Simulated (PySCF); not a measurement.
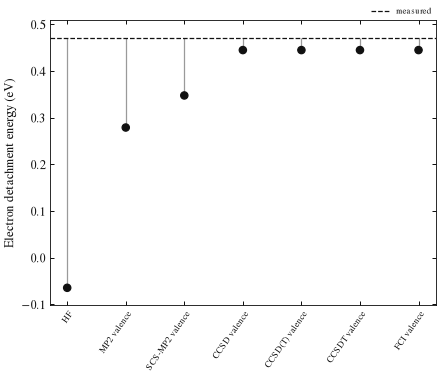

The electron detachment energy of Cs⁻ ([Xe] 6s² → [Xe] 6s) across levels of theory. PySCF, aug-cc-pwCVTZ-X2C plus 1 diffuse shell for each l, spin-free X2C-1e, unrestricted single determinants, no spin-orbit coupling. Methods marked “valence” freeze 54 core electrons.

Summarise the spread and list the values.

Answer. The values run from −0.065 eV (HF) to 0.445 eV (CCSD valence, CCSD(T) valence, CCSDT valence and FCI valence). The measured value is 0.472 eV; nearest to it come CCSD valence (−0.027) and FCI valence (−0.027), furthest HF (−0.536 eV).

```json
{"Method": "HF", "Electron detachment energy (eV)": "−0.065"}
{"Method": "MP2 valence", "Electron detachment energy (eV)": "0.279"}
{"Method": "SCS-MP2 valence", "Electron detachment energy (eV)": "0.348"}
{"Method": "CCSD valence", "Electron detachment energy (eV)": "0.445"}
{"Method": "CCSD(T) valence", "Electron detachment energy (eV)": "0.445"}
{"Method": "CCSDT valence", "Electron detachment energy (eV)": "0.445"}
{"Method": "FCI valence", "Electron detachment energy (eV)": "0.445"}
```

Note: large single amplitudes.
